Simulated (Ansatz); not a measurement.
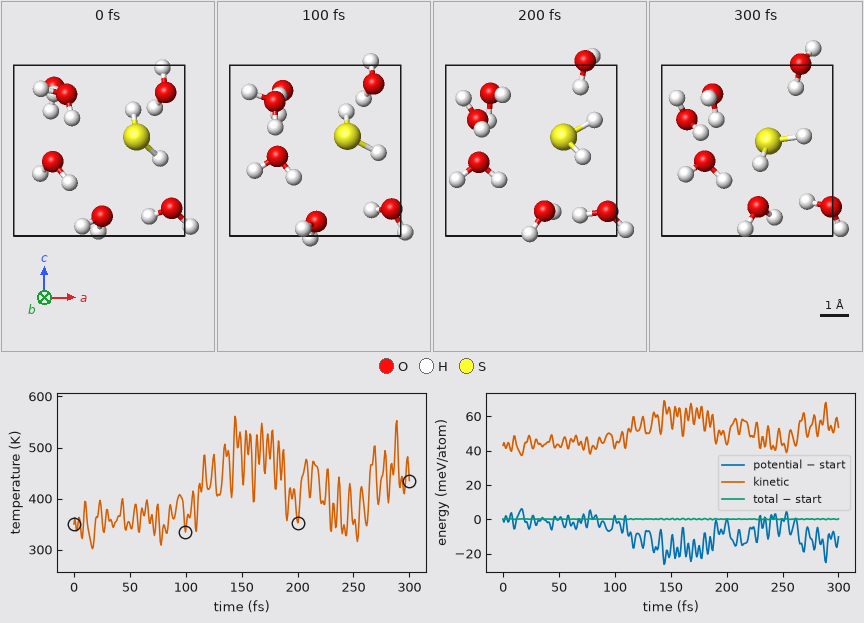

First-principles dynamics of a periodic cell with 6 H2O + 1 SH2 at 0.984 g/cm³, 300 fs long. It starts from the last geometry of an earlier run, with fresh velocities. Frames and the history of the run. A ball-and-stick model of the simulation cell, seen along the b axis. Atoms that leave the cell re-enter on the other side.

The calculation used Ansatz 0.2.0, DFT PBE, scalar-relativistic, plane waves, PAW. Settings: plane-wave cutoff 420 eV; k-point mesh 1 × 1 × 1; Fermi-Dirac smearing 0.05 eV; constant energy (NVE); velocities drawn for 350 K; time step 0.75 fs.

Input file:
```yaml
crystal:
  lattice:
    - [6.214465, 0.0, 0.0]
    - [0.0, 6.214465, 0.0]
    - [0.0, 0.0, 6.214465]
  atoms:
    - { symbol: O, position: [0.88443929, 0.36531997, 0.83587634] }
    - { symbol: H, position: [0.8659695, 0.43483082, 0.98156813] }
    - { symbol: H, position: [0.82185747, 0.4780426, 0.74679778] }
    - { symbol: O, position: [0.91928348, 0.65412853, 0.15787644] }
    - { symbol: H, position: [0.78846004, 0.72175722, 0.11048391] }
    - { symbol: H, position: [1.03089434, 0.7105497, 0.05143623] }
    - { symbol: O, position: [0.23176825, 0.72019024, 0.86534359] }
    - { symbol: H, position: [0.21314547, 0.78165747, 0.7263791] }
    - { symbol: H, position: [0.23265793, 0.56338875, 0.8281951] }
    - { symbol: O, position: [0.30475936, 0.26038499, 0.82516014] }
    - { symbol: H, position: [0.33660352, 0.20598442, 0.68604389] }
    - { symbol: H, position: [0.15520823, 0.2215973, 0.85694722] }
    - { symbol: O, position: [0.22415398, 0.09435572, 0.43105796] }
    - { symbol: H, position: [0.15092468, 0.21377986, 0.361113] }
    - { symbol: H, position: [0.32227856, 0.05002091, 0.30729153] }
    - { symbol: O, position: [0.51307287, 0.96585173, 0.1117184] }
    - { symbol: H, position: [0.49120334, 1.09807981, 0.0229925] }
    - { symbol: H, position: [0.39757957, 0.87716165, 0.05252172] }
    - { symbol: S, position: [0.71470675, 0.85230859, 0.57527007] }
    - { symbol: H, position: [0.85294814, 0.97814779, 0.44944391] }
    - { symbol: H, position: [0.694094, 0.99158603, 0.73439024] }
basis:
  ecutwfc: 420.0
kpoints:
  mp_grid: { grid: [1, 1, 1] }
hamiltonian:
  xc: pbe
scf:
  occupations: { method: fermi_dirac, width: 0.05 }
  lower_state_search: "off"
md:
  timestep: 0.75
  n_steps: 400
  ensemble: nve
  temperature: 350.0
  initial_velocities: maxwell_boltzmann
  seed: 82857
```

Run as
```bash
ansatz run input.yaml --threads 1 --pin off --max-ram 3072MiB --backend cpu --events-out ev --progress --plain --runs-dir out
```

What happens in this trajectory?

Root-mean-square distances from the starting positions over the second half, with the common drift of all atoms taken out: S 1.60 Å, H 1.51 Å, O 1.05 Å. The molecules turn and drift from their places. The mean temperature in the second half is 433 K (standard deviation 55 K). The potential energy in the second half lies on average 10.1 meV per atom below the first frame. The total energy stays between −0.23 and 0.52 meV per atom of its start. A straight-line fit has a slope that amounts to −0.033 meV per atom over 300 fs (under 0.1 % of the mean kinetic energy), and the ripple about it is 2.0 % of the kinetic energy's fluctuation. With a drift under 2 % and a ripple under 7 %, the integration is accurate.

Limits of the set-up: the periodic images lie only 6.2 Å apart, so the values are limited by the cell's size.

The run took of the order of 6 core-minutes on a shared host.
